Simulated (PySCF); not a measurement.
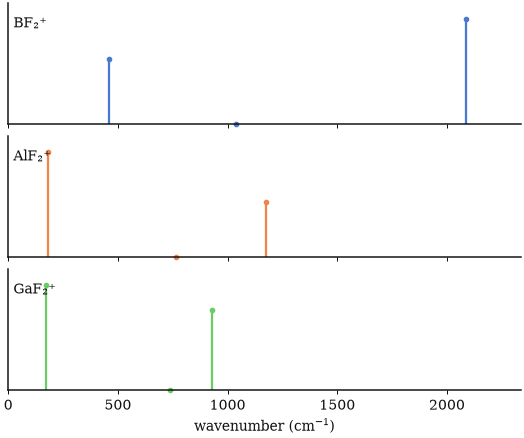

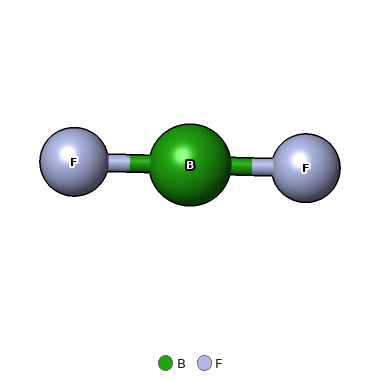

Harmonic infrared lines of BF₂⁺, AlF₂⁺ and GaF₂⁺, all D∞h singlets, each the lowest point that its search found (BF₂⁺ is drawn); the central atom changes down one group of the periodic table. PBE0/def2-TZVP, PySCF, unscaled, no spin-orbit coupling; each panel is scaled to its strongest line, degenerate modes are one line with their intensities summed, and dots on the axis are modes too weak to show or inactive.

**How do the bond length and the stretches change along the series?**

Mean bond length: BF₂⁺ 1.226, AlF₂⁺ 1.587, GaF₂⁺ 1.661 Å, rising down the group. Highest σu+ mode: BF₂⁺ 2087, AlF₂⁺ 1173, GaF₂⁺ 931 cm⁻¹, falling down the group.

**Give the modes by symmetry (cm⁻¹).**

| symmetry | BF₂⁺ | AlF₂⁺ | GaF₂⁺ |
| --- | --- | --- | --- |
| πu | 457.1 | 182.8 | 170.0 |
| σg+ | 1038.2 | 765.3 | 735.6 |
| σu+ | 2086.5 | 1172.7 | 930.6 |

Caveats, for all or some of the runs: no scalar relativity.
